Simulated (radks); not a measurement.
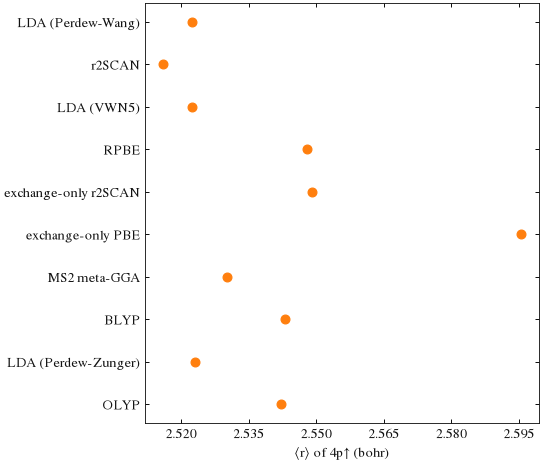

The Ge⁺ ion; electrons: [Ar] 3d10 4s2 4p1 (high spin). All runs are scalar-relativistic, spin-polarised and spherical, computed with the in-house radial solver radks. The plot shows the mean radius (bohr) of the 4p up orbital by 10 methods.

Rank the methods.

The most compact is r2SCAN (2.516) and the most diffuse exchange-only PBE (2.595), a spread of 3.1 %. In order (bohr): r2SCAN (2.516), LDA (VWN5) (2.522), LDA (Perdew-Wang) (2.522), LDA (Perdew-Zunger) (2.523), MS2 meta-GGA (2.530), OLYP (2.542), BLYP (2.543), RPBE (2.548), exchange-only r2SCAN (2.549), exchange-only PBE (2.595).
